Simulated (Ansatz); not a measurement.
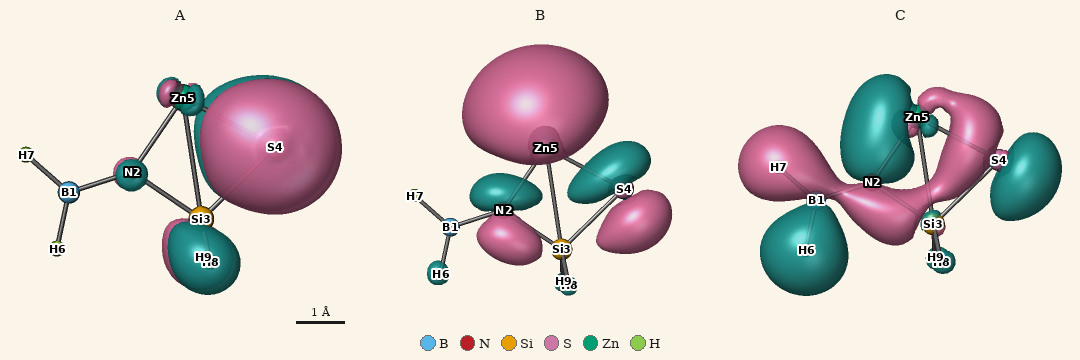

Figure 1: BH4NSSiZn. Three frontier orbitals at ±0.08 Å⁻³ᐟ² (teal and pink are the two phases), in no order.

Geometry: PBE0-D4/def2-TZVP.

These are results of Ansatz 0.2.0, RKS PBE0-D4/def2-TZVPP, not measurements.

```xyz
9

B    -0.1394    1.7017   -0.2118
N    -0.0745    0.3423   -0.5045
Si    0.1323   -1.0044    0.6161
S     0.1117   -2.7051   -0.7323
Zn   -0.1364   -0.8836   -1.9451
H    -0.0498    2.0753    0.9317
H    -0.2843    2.5145   -1.0862
H     1.4251   -0.9378    1.3431
H    -0.9847   -1.1030    1.5891
```

Which picture is the HOMO−1, the HOMO and the LUMO?

C is the HOMO−1 (−7.66 eV). By Hirshfeld shares it lies mainly on N2 (about 20 %), B1 (about 15 %), S4 (about 15 %), H6 (about 15 %), Zn5 (about 15 %) and H7 (about 10 %). A is the HOMO (−7.27 eV). Its weight (Hirshfeld) is mainly on S4 (about 75 %) and Zn5 (about 10 %); largely a lone pair of S4. B is the LUMO (−3.34 eV). By Hirshfeld shares it lies mainly on Zn5 (about 75 %), S4 (about 10 %) and N2 (about 10 %).

What is the HOMO–LUMO gap?

3.93 eV between the orbital energies.
